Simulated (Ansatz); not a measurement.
Geometry relaxation of C3H10O3Si

System: C3H10O3Si.
Method: RKS PBE0-D4/STO-3G (Ansatz 0.2.0).

It belongs to a series of runs on one base structure; here: start relaxed. Figures and captions count atoms from 1; the log counts them from 0 in places.

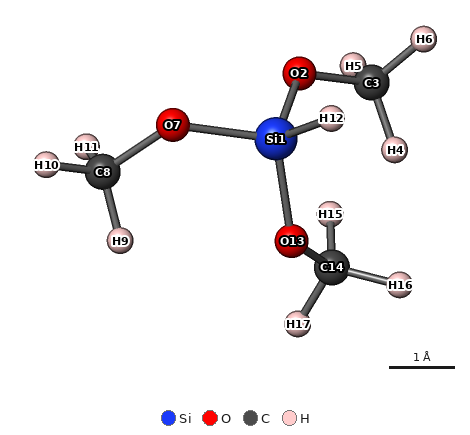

Fig. 1: The starting structure (ball-and-stick view, seen at a tilt; atoms are numbered from 1 in the order of the input). Bond lengths as drawn: C–H 1.11 Å, C–O 1.42 Å, H–Si 1.46 Å and O–Si 1.68 Å.

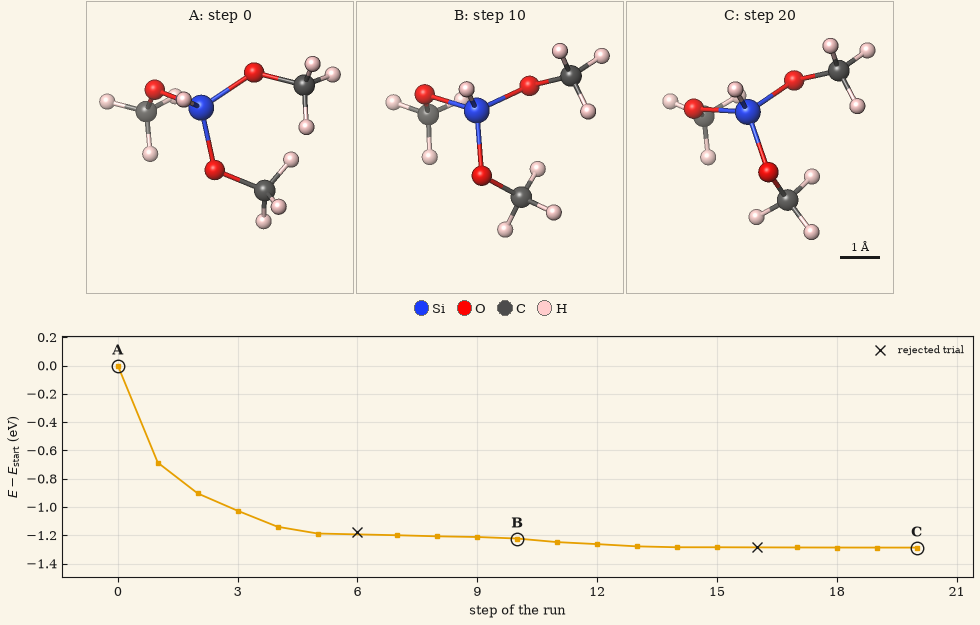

Fig. 2: Frames of the relaxation (ball-and-stick view, seen at a tilt) above the curves, on which the letters mark them (the first geometry is step 0 here and step 1 in the log).

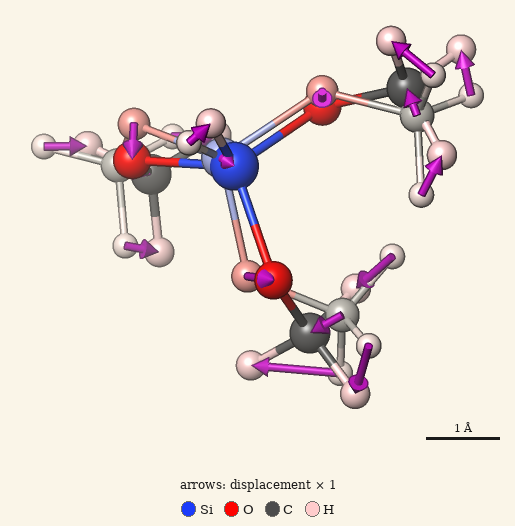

Fig. 3: Start (faint) and end (solid) with the displacements as pink arrows, at true length (ball-and-stick view, seen at a tilt). The two geometries are laid on each other by the best rigid fit. The atom that moves furthest after the best rigid fit is H17 (1.23 Å). By element the largest moves are H 1.23 Å, O 0.88 Å, C 0.54 Å, Si 0.27 Å. Distances before and after: Si1–O2 1.680 → 1.711 Å, O13–C14 1.420 → 1.449 Å, Si1–O13 1.679 → 1.703 Å, Si1–H12 1.459 → 1.445 Å. Among the angles that change: Si1–O2–C3 125.0° → 110.7°, Si1–O7–C8 125.0° → 112.9°, O7–Si1–O13 109.5° → 115.7°. After 20 geometry steps the energy has fallen by 1.287 eV. The largest force component goes from 2.1 to 0.0063 eV/Å. The line search rejected the trial steps at points 6, 16 (counted from 0) and went back. (Atoms are counted from 1 in the order of the input.)

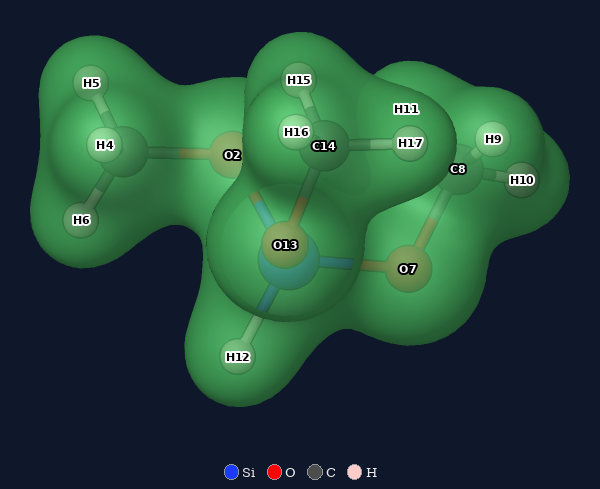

Fig. 4: Isosurface of the electron density at 0.2 e/Å³ (green), seen from the side. At this value the surface is in one piece. On the grid the lowest density along these lines, outside the cores, is 1.6 e/Å³ (C–O, 1.45 Å), 0.8 e/Å³ (Si–O, 1.70 Å), 1.8 e/Å³ (C–H, 1.11 Å) and 0.76 e/Å³ (Si–H, 1.45 Å).

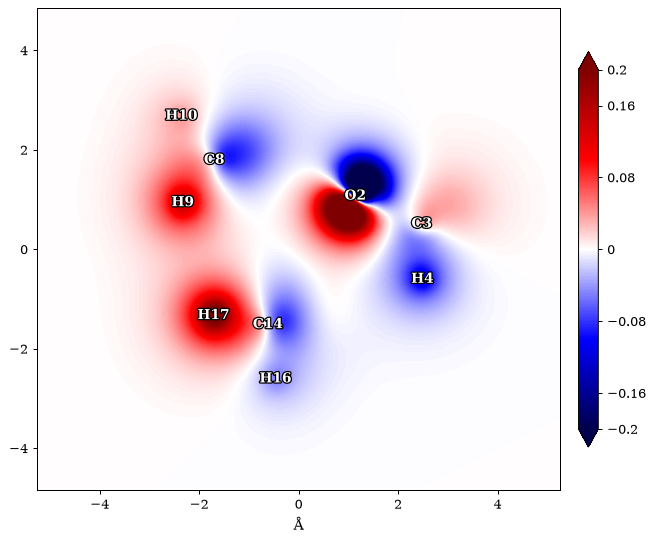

Fig. 5: The HOMO−1 on the plane of atoms O2, C3 and H4 (values in Å⁻³ᐟ²; the overall sign is arbitrary). Its energy is −4.27 eV.

The input that produced these results follows, with the program's output.

### Input file
```yaml
crystal:
  periodic: [false, false, false]
  atoms:
    - { symbol: Si, position_ang: [0.0, 0.0, 0.0] }
    - { symbol: O, position_ang: [0.0, 0.0, 1.68] }
    - { symbol: C, position_ang: [-1.1112, -0.3437, 2.4945] }
    - { symbol: H, position_ang: [-1.814, -0.9775, 1.9143] }
    - { symbol: H, position_ang: [-0.7584, -0.9037, 3.3856] }
    - { symbol: H, position_ang: [-1.6313, 0.5809, 2.8212] }
    - { symbol: O, position_ang: [1.5842, 0.0, -0.5594] }
    - { symbol: C, position_ang: [2.3503, -1.1632, -0.836] }
    - { symbol: H, position_ang: [1.7187, -1.9052, -1.3675] }
    - { symbol: H, position_ang: [3.2179, -0.8926, -1.4733] }
    - { symbol: H, position_ang: [2.7141, -1.6023, 0.1163] }
    - { symbol: H, position_ang: [-0.6877, 1.1914, -0.4862] }
    - { symbol: O, position_ang: [-0.7913, -1.3709, -0.5594] }
    - { symbol: C, position_ang: [-1.5365, -2.2685, 0.2501] }
    - { symbol: H, position_ang: [-1.2251, -2.1576, 1.3097] }
    - { symbol: H, position_ang: [-2.6187, -2.04, 0.1571] }
    - { symbol: H, position_ang: [-1.349, -3.3106, -0.083] }
basis:
  gaussian: { orbitals: STO-3G }
hamiltonian:
  xc: pbe0
  dispersion: d4
relax:
  f_tol: 0.02
  max_steps: 40
output:
  orbitals: {}
```

Launched with:
```bash
ansatz run input.yaml --threads 1 --pin off --max-ram 2048MiB --backend cpu --events-out ev --progress --plain --runs-dir out
```

### What the program printed
```
The last accepted step is kept in [file] (removed where the run ends without a failure and the disk answers)
Engine: ansatz 0.2.0, aarch64-unknown-linux-gnu
Functional definition: PBE0
  parameter a = 0.25
  parameter kappa = 0.804
  parameter beta = 0.06672455060314922
  exchange = (1 - a)*pbe_x(kappa = kappa, mu = beta*pi^2/3) + a*exact_x
  correlation = pbe_c(beta = beta)
731 factors; integrals over basis functions are off by at most 1.1e-5 eV
mean field evaluation 1: about -17061.9880 eV, gradient 3.2e1 eV
mean field evaluation 2: about -17062.7018 eV, gradient 3.0e1 eV
mean field evaluation 4: about -17065.2127 eV, gradient 8.4e-1 eV
mean field evaluation 8: about -17065.1721 eV, gradient 1.8e-2 eV
mean field -17065.17210686 eV, -627.1335077380 hartree, gradient 4.0e-5 eV, S^2 0.000000; 0 other end points of the search recorded, 0 dependent functions left out
the calculation of the forces begins
reference -17065.17212904 eV, -627.1335085531 hartree; 33, 33 occupied and 16, 16 virtual orbitals, 731 factors
relax step   1: F+E_penalty+E_count = -17065.49376939 eV  Δ(F+E_penalty+E_count) = +0.000e0 eV  max|allowed force component| = 2.122e0 eV/Å  Δτ_max = 0.0000 Å  (22 SCF iters, accepted)
these checks for a lower state are left out or cut short: starts, cluster_reference, orbital_swaps, neighbouring_geometries, increment
731 factors; integrals over basis functions are off by at most 1.3e-5 eV
mean field evaluation 16: about -17065.9149 eV, gradient 1.7e-1 eV
mean field -17065.86123844 eV, -627.1588328566 hartree, gradient 1.3e-5 eV, S^2 0.000000; 0 other end points of the search recorded, 0 dependent functions left out
[... from here on the field's lines of each further geometry are left out, up to the last ...]
relax step   2: F+E_penalty+E_count = -17066.17983697 eV  Δ(F+E_penalty+E_count) = -6.861e-1 eV  max|allowed force component| = 8.167e-1 eV/Å  Δτ_max = 0.1944 Å  (26 SCF iters, accepted)
relax step   3: F+E_penalty+E_count = -17066.39773496 eV  Δ(F+E_penalty+E_count) = -2.179e-1 eV  max|allowed force component| = 4.815e-1 eV/Å  Δτ_max = 0.1937 Å  (26 SCF iters, accepted)
relax step   4: F+E_penalty+E_count = -17066.52021126 eV  Δ(F+E_penalty+E_count) = -1.225e-1 eV  max|allowed force component| = 5.291e-1 eV/Å  Δτ_max = 0.2000 Å  (23 SCF iters, accepted)
relax step   5: F+E_penalty+E_count = -17066.63340168 eV  Δ(F+E_penalty+E_count) = -1.132e-1 eV  max|allowed force component| = 4.028e-1 eV/Å  Δτ_max = 0.2000 Å  (23 SCF iters, accepted)
relax step   6: F+E_penalty+E_count = -17066.68117427 eV  Δ(F+E_penalty+E_count) = -4.777e-2 eV  max|allowed force component| = 1.586e-1 eV/Å  Δτ_max = 0.2000 Å  (24 SCF iters, accepted)
relax step   7: F+E_penalty+E_count = -17066.67095942 eV  Δ(F+E_penalty+E_count) = +1.021e-2 eV  max|allowed force component| = 4.167e-1 eV/Å  Δτ_max = 0.1904 Å  (25 SCF iters, rejected (line search))
relax step   8: F+E_penalty+E_count = -17066.69344591 eV  Δ(F+E_penalty+E_count) = -1.227e-2 eV  max|allowed force component| = 3.580e-2 eV/Å  Δτ_max = 0.0952 Å  (25 SCF iters, accepted)
relax step   9: F+E_penalty+E_count = -17066.70099283 eV  Δ(F+E_penalty+E_count) = -7.547e-3 eV  max|allowed force component| = 2.121e-1 eV/Å  Δτ_max = 0.0983 Å  (25 SCF iters, accepted)
relax step  10: F+E_penalty+E_count = -17066.70583412 eV  Δ(F+E_penalty+E_count) = -4.841e-3 eV  max|allowed force component| = 3.172e-1 eV/Å  Δτ_max = 0.1277 Å  (26 SCF iters, accepted)
relax step  11: F+E_penalty+E_count = -17066.71678463 eV  Δ(F+E_penalty+E_count) = -1.095e-2 eV  max|allowed force component| = 2.492e-1 eV/Å  Δτ_max = 0.0528 Å  (25 SCF iters, accepted)
relax step  12: F+E_penalty+E_count = -17066.74195583 eV  Δ(F+E_penalty+E_count) = -2.517e-2 eV  max|allowed force component| = 1.553e-1 eV/Å  Δτ_max = 0.1999 Å  (24 SCF iters, accepted)
relax step  13: F+E_penalty+E_count = -17066.75612902 eV  Δ(F+E_penalty+E_count) = -1.417e-2 eV  max|allowed force component| = 1.950e-1 eV/Å  Δτ_max = 0.2000 Å  (24 SCF iters, accepted)
relax step  14: F+E_penalty+E_count = -17066.77208903 eV  Δ(F+E_penalty+E_count) = -1.596e-2 eV  max|allowed force component| = 1.406e-1 eV/Å  Δτ_max = 0.2000 Å  (29 SCF iters, accepted)
relax step  15: F+E_penalty+E_count = -17066.77834439 eV  Δ(F+E_penalty+E_count) = -6.255e-3 eV  max|allowed force component| = 6.905e-2 eV/Å  Δτ_max = 0.0940 Å  (25 SCF iters, accepted)
relax step  16: F+E_penalty+E_count = -17066.77841907 eV  Δ(F+E_penalty+E_count) = -7.468e-5 eV  max|allowed force component| = 9.714e-2 eV/Å  Δτ_max = 0.0433 Å  (25 SCF iters, accepted)
relax step  17: F+E_penalty+E_count = -17066.77809617 eV  Δ(F+E_penalty+E_count) = +3.229e-4 eV  max|allowed force component| = 1.567e-1 eV/Å  Δτ_max = 0.0539 Å  (27 SCF iters, rejected (line search))
relax step  18: F+E_penalty+E_count = -17066.77987680 eV  Δ(F+E_penalty+E_count) = -1.458e-3 eV  max|allowed force component| = 2.614e-2 eV/Å  Δτ_max = 0.0265 Å  (25 SCF iters, accepted)
relax step  19: F+E_penalty+E_count = -17066.78029623 eV  Δ(F+E_penalty+E_count) = -4.194e-4 eV  max|allowed force component| = 4.469e-2 eV/Å  Δτ_max = 0.0467 Å  (26 SCF iters, accepted)
relax step  20: F+E_penalty+E_count = -17066.78058821 eV  Δ(F+E_penalty+E_count) = -2.920e-4 eV  max|allowed force component| = 1.816e-2 eV/Å  Δτ_max = 0.0226 Å  (25 SCF iters, accepted)
the calculation of the forces begins
reference -17066.45438499 eV, -627.1806305903 hartree; 33, 33 occupied and 16, 16 virtual orbitals, 737 factors
relax step  21: F+E_penalty+E_count = -17066.78073612 eV  Δ(F+E_penalty+E_count) = -1.479e-4 eV  max|allowed force component| = 6.299e-3 eV/Å  Δτ_max = 0.0211 Å  (26 SCF iters, accepted)
737 factors; integrals over basis functions are off by at most 3.1e-5 eV
mean field evaluation 160: about -17066.4960 eV, gradient 1.5e0 eV
mean field -17066.45436332 eV, -627.1806297936 hartree, gradient 1.0e-5 eV, S^2 0.000000; 1 other end points of the search recorded, 0 dependent functions left out
the calculation of the forces begins
reference -17066.45438499 eV, -627.1806305903 hartree; 33, 33 occupied and 16, 16 virtual orbitals, 737 factors
Total energy: -17066.78075780 eV, -627.1926245695 hartree
Atom 0 at    -0.268487    -0.022661     0.029049 Å, force    -0.000570    -0.003525     0.006299 eV/Å
Atom 1 at     0.197859    -0.400811     1.631096 Å, force    -0.003618     0.001267     0.003362 eV/Å
Atom 2 at    -0.846578    -0.040012     2.568119 Å, force    -0.000049    -0.000059    -0.001358 eV/Å
Atom 3 at    -1.801961    -0.579577     2.396301 Å, force     0.001529     0.000242    -0.000317 eV/Å
Atom 4 at    -0.495365    -0.306326     3.581964 Å, force     0.000768    -0.000446     0.000009 eV/Å
Atom 5 at    -1.078946     1.046043     2.572361 Å, force     0.000020    -0.000548    -0.000884 eV/Å
Atom 6 at     1.146929    -0.153468    -0.902291 Å, force    -0.000011    -0.000135    -0.005552 eV/Å
Atom 7 at     1.967296    -1.290127    -0.528060 Å, force     0.004561    -0.000353     0.001312 eV/Å
Atom 8 at     1.601981    -2.245604    -0.958862 Å, force    -0.001055     0.002100     0.003287 eV/Å
Atom 9 at     2.982109    -1.116886    -0.931530 Å, force    -0.001831    -0.000475     0.000467 eV/Å
Atom 10 at     2.059768    -1.428693     0.568185 Å, force    -0.001873     0.000109    -0.004440 eV/Å
Atom 11 at    -0.772381     1.318031    -0.162465 Å, force     0.000034     0.000050    -0.000176 eV/Å
Atom 12 at    -1.561306    -1.024175    -0.446437 Å, force     0.002600     0.003216    -0.004428 eV/Å
Atom 13 at    -1.303205    -2.430410    -0.208170 Å, force    -0.002525     0.001903     0.005255 eV/Å
Atom 14 at    -0.817873    -2.637689     0.768018 Å, force     0.000888    -0.002128    -0.000040 eV/Å
Atom 15 at    -2.274037    -2.959845    -0.215595 Å, force    -0.002554    -0.001054     0.000562 eV/Å
Atom 16 at    -0.673804    -2.891292    -0.997683 Å, force     0.003685    -0.000165    -0.003358 eV/Å
Dipole moment:    -0.046764    -0.129633     0.206202 e Å
```

### Trajectory as extended XYZ (Å, eV, eV/Å), 6 of the 21 frames kept, from step=1 to step=21
```
17
Properties=species:S:1:pos:R:3:forces:R:3 step=1 energy=-17065.49377
Si    0.0000    0.0000    0.0000   -0.9516  -0.9448   0.7359
O     0.0000    0.0000    1.6800    2.0253   0.2364   0.2843
C    -1.1112   -0.3437    2.4945   -0.5769   0.5206  -0.8614
H    -1.8140   -0.9775    1.9143   -0.5127   0.9259   1.3849
H    -0.7584   -0.9037    3.3856   -0.1243   0.0598  -0.0189
H    -1.6313    0.5809    2.8212   -0.2425  -0.1116   0.3206
O     1.5842    0.0000   -0.5594   -0.2141   2.1216  -0.1236
C     2.3503   -1.1632   -0.8360   -0.9965  -0.5396   0.4826
H     1.7187   -1.9052   -1.3675    0.4197  -0.4053  -0.0464
H     3.2179   -0.8926   -1.4733   -0.1299   0.0111   0.1109
H     2.7141   -1.6023    0.1163    0.2933  -0.3931  -0.1930
H    -0.6877    1.1914   -0.4862    0.4443  -0.0532  -0.1857
O    -0.7913   -1.3709   -0.5594    0.4140   0.0213  -1.8163
C    -1.5365   -2.2685    0.2501    0.7365   0.2558   0.2777
H    -1.2251   -2.1576    1.3097   -0.2575  -1.4030  -0.5929
H    -2.6187   -2.0400    0.1571   -0.1720  -0.3078   0.2370
H    -1.3490   -3.3106   -0.0830   -0.1550   0.0059   0.0041
17
Properties=species:S:1:pos:R:3:forces:R:3 step=5 energy=-17066.63340
Si   -0.0712   -0.0908    0.0788   -0.0781   0.1508  -0.0197
O     0.1022   -0.4293    1.7440   -0.2006  -0.1513   0.1029
C    -1.0949   -0.1346    2.5164   -0.0317   0.1514   0.1188
H    -2.0495   -0.4421    2.0323    0.1533   0.0423   0.0675
H    -1.0212   -0.7010    3.4723   -0.0137   0.2025  -0.2158
H    -1.1940    0.9522    2.7770    0.0938  -0.4028  -0.1597
O     1.4856    0.1123   -0.5654    0.0337   0.0581  -0.0670
C     2.1835   -1.1437   -0.7563   -0.0347  -0.0552   0.0347
H     1.5612   -1.9179   -1.2532    0.0354   0.0232   0.0321
H     3.0581   -0.9484   -1.4051   -0.0247   0.0066   0.0301
H     2.5645   -1.5743    0.1947   -0.0268   0.0018  -0.0216
H    -0.7637    1.1584   -0.1819    0.0298  -0.0411   0.0443
O    -0.8287   -1.3633   -0.7730   -0.0174  -0.0921   0.0599
C    -1.3506   -2.4287    0.0579   -0.0608   0.0657   0.1677
H    -0.8268   -2.5480    1.0319   -0.0329   0.0218  -0.1265
H    -2.4331   -2.2761    0.2829    0.1881  -0.0631  -0.0324
H    -1.2595   -3.3884   -0.4890   -0.0126   0.0814  -0.0152
17
Properties=species:S:1:pos:R:3:forces:R:3 step=9 energy=-17066.70099
Si   -0.1470   -0.0763    0.0535   -0.0310   0.0696  -0.0706
O     0.0616   -0.5839    1.6738    0.0397  -0.0004  -0.0069
C    -1.0183   -0.1206    2.5201   -0.0865  -0.0378   0.0750
H    -2.0110   -0.5469    2.2481    0.1079   0.0510   0.0423
H    -0.7940   -0.4465    3.5559   -0.0366   0.0474  -0.1095
H    -1.1261    0.9855    2.5336   -0.0061  -0.0528   0.0056
O     1.3932    0.0909   -0.6429    0.0560  -0.0754   0.0217
C     2.1183   -1.1669   -0.6606    0.0034   0.0348  -0.0071
H     1.5819   -1.9761   -1.1988   -0.0058   0.0074   0.0017
H     3.0733   -0.9933   -1.1906   -0.0214  -0.0066   0.0177
H     2.3653   -1.5453    0.3540   -0.0240   0.0162  -0.0103
H    -0.7651    1.2279   -0.0889    0.0138  -0.0632   0.0197
O    -1.0451   -1.2388   -0.8181   -0.1195  -0.2121   0.1861
C    -1.3368   -2.4385   -0.0443   -0.0108   0.1053  -0.0646
H    -0.6975   -2.5572    0.8550   -0.0393   0.0152  -0.0380
H    -2.3962   -2.4471    0.3011    0.1610   0.0259  -0.0721
H    -1.1945   -3.3305   -0.6869   -0.0008   0.0753   0.0092
17
Properties=species:S:1:pos:R:3:forces:R:3 step=13 energy=-17066.75613
Si   -0.2014    0.0201    0.0355    0.1086  -0.1950   0.1577
O     0.1480   -0.4507    1.6451   -0.0885   0.0753   0.1016
C    -0.9523   -0.0985    2.5244    0.0281  -0.0289  -0.1193
H    -1.8898   -0.6443    2.2887   -0.0302   0.0124   0.0128
H    -0.6663   -0.3701    3.5551    0.0470  -0.0210   0.0563
H    -1.1921    0.9851    2.5201    0.0012   0.0153   0.0091
O     1.3016   -0.0131   -0.7609   -0.0782   0.0979  -0.1163
C     1.9744   -1.2886   -0.6080   -0.1477  -0.0625   0.0662
H     1.4573   -2.1185   -1.1364    0.0815   0.0378   0.0106
H     2.9829   -1.1928   -1.0486    0.0199   0.0146   0.0035
H     2.0932   -1.5910    0.4538    0.0418  -0.0206  -0.0415
H    -0.7358    1.3548   -0.0970    0.0327   0.0297  -0.0960
O    -1.3845   -1.0340   -0.5940   -0.0070  -0.1260   0.0111
C    -1.2352   -2.3961   -0.1005    0.0080   0.0283  -0.1604
H    -0.6608   -2.4527    0.8472   -0.0480  -0.0602  -0.0144
H    -2.2467   -2.8158    0.0842    0.1526   0.0362  -0.0275
H    -0.7305   -3.0573   -0.8445   -0.1218   0.1670   0.1465
17
Properties=species:S:1:pos:R:3:forces:R:3 step=17 energy=-17066.77810 accepted=F
Si   -0.2570   -0.0063    0.0253    0.0272  -0.0266   0.0055
O     0.2083   -0.3750    1.6306    0.0619  -0.0196  -0.0749
C    -0.8576   -0.0551    2.5547   -0.0691   0.0227   0.0515
H    -1.7997   -0.6092    2.3538    0.0200   0.0144   0.0218
H    -0.5187   -0.3339    3.5697   -0.0120   0.0021  -0.0108
H    -1.1107    1.0264    2.5745   -0.0082  -0.0053   0.0114
O     1.1607   -0.1403   -0.9030    0.0363  -0.0567   0.0329
C     1.9624   -1.2958   -0.5386    0.0186  -0.1091  -0.0286
H     1.5931   -2.2377   -1.0074    0.0778   0.1567   0.0932
H     2.9924   -1.1249   -0.9127   -0.1310  -0.0102   0.0335
H     2.0263   -1.4650    0.5584   -0.0094   0.0134  -0.1211
H    -0.7614    1.3311   -0.1786   -0.0081   0.0278   0.0031
O    -1.5508   -1.0131   -0.4355   -0.0031  -0.0148  -0.0162
C    -1.2926   -2.4163   -0.1806   -0.0152  -0.1336   0.0119
H    -0.7828   -2.6103    0.7891   -0.0531   0.0116  -0.0947
H    -2.2683   -2.9449   -0.1561    0.1367   0.0756  -0.0047
H    -0.6815   -2.8929   -0.9798   -0.0693   0.0516   0.0861
17
Properties=species:S:1:pos:R:3:forces:R:3 step=21 energy=-17066.78074
Si   -0.2685   -0.0227    0.0290   -0.0006  -0.0035   0.0063
O     0.1979   -0.4008    1.6311   -0.0036   0.0013   0.0034
C    -0.8466   -0.0400    2.5681    0.0000  -0.0001  -0.0014
H    -1.8020   -0.5796    2.3963    0.0015   0.0002  -0.0003
H    -0.4954   -0.3063    3.5820    0.0008  -0.0004   0.0000
H    -1.0789    1.0460    2.5724    0.0000  -0.0005  -0.0009
O     1.1469   -0.1535   -0.9023    0.0000  -0.0001  -0.0056
C     1.9673   -1.2901   -0.5281    0.0046  -0.0004   0.0013
H     1.6020   -2.2456   -0.9589   -0.0011   0.0021   0.0033
H     2.9821   -1.1169   -0.9315   -0.0018  -0.0005   0.0005
H     2.0598   -1.4287    0.5682   -0.0019   0.0001  -0.0044
H    -0.7724    1.3180   -0.1625    0.0000   0.0001  -0.0002
O    -1.5613   -1.0242   -0.4464    0.0026   0.0032  -0.0044
C    -1.3032   -2.4304   -0.2082   -0.0025   0.0019   0.0053
H    -0.8179   -2.6377    0.7680    0.0009  -0.0021   0.0000
H    -2.2740   -2.9598   -0.2156   -0.0026  -0.0011   0.0006
H    -0.6738   -2.8913   -0.9977    0.0037  -0.0002  -0.0034
```

### Summary

- outcome: converged
- total energy: −17066.7808 eV
- mean-field energy: −17066.4544 eV
- largest force (length of the vector) at the end: 0.007 eV/Å
- hardware: 1 thread of Arm Neoverse V2, 24 GiB of memory available, shared host
- wall time: 86 s
- peak memory: 0.14 GiB
